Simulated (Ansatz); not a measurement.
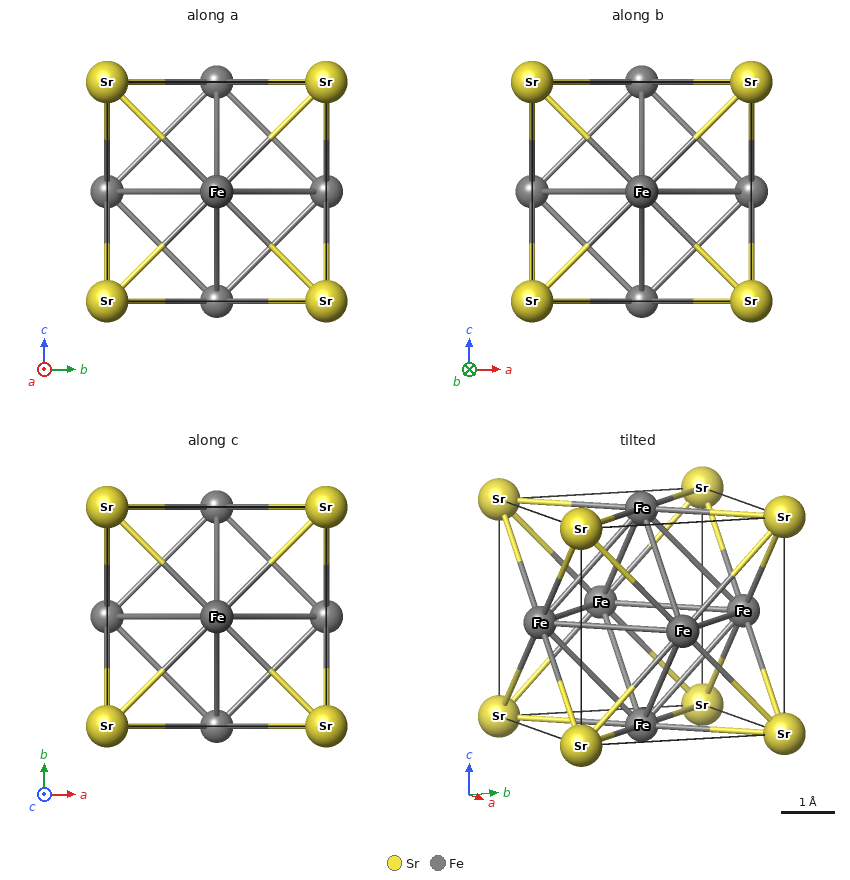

A ball-and-stick rendering, viewed along the a axis, along the b axis, along the c axis and slightly off an axis. The conventional unit cell is drawn as a box.

Lattice parameters: a = 4.141 Å, b = 4.141 Å, c = 4.141 Å, α = 90.00°, β = 90.00°, γ = 90.00°.

Question: Convert the drawing into a table of Wyckoff sites.

Answer: Space group Pm-3m (No. 221).
```
atom  site       x       y       z
  Sr    1a  0.0000  0.0000  0.0000
  Fe    3c  0.0000  0.5000  0.5000
```

The starting point was a structure type filled with these elements by a generator (whether the compound takes this form wasn't checked). The cell was then strained or its atoms displaced on purpose. A calculation with Ansatz used it as input.

At this level of theory the cell isn't at rest (stretched, at -7 GPa), so its distances can differ from those at equilibrium, the more so the softer the solid.
